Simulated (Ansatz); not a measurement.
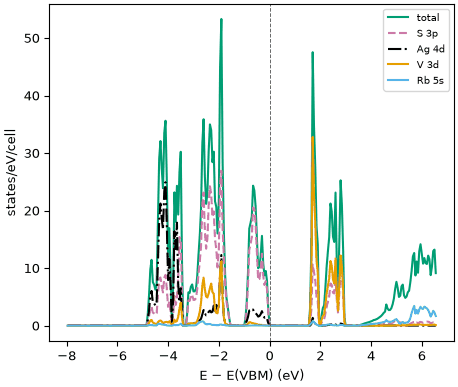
Fig. 1. Total and projected density of states of Rb2VAgS4 in space group Fddd (No. 70; Rb on 16g, V on 8a, Ag on 8b, S on 32h), r²SCAN (plane waves, PAW; program Ansatz)

Q: Which orbitals carry the states next to the gap?

A: Top 1 eV of the valence band: S 3p 82 %, Ag 4d 14 %. Bottom 1 eV of the conduction band: V 3d 61 %, S 3p 29 %. Projections are on Löwdin-orthogonalised atomic valence shells; empty p or d shells of many metals are not among them.

Q: Where is the tallest occupied peak in this window, and what makes it?

A: Near -1.9 eV, about 53 states/eV per cell; the largest projected share is S 3p.

The first step of the workflow began from a Materials Project structure, measured or hypothetical; the Crystallography Open Database files this formula in space group No. 70, but the cells were not matched. Its standing as an ambient phase is unchecked. The r²SCAN relaxation kept the symmetry of its start; its stability against distortions is not shown here. No spin polarisation was allowed. Spin–orbit coupling is left out wherever it is not named.

Potentials: the later of the program's two PAW sets.
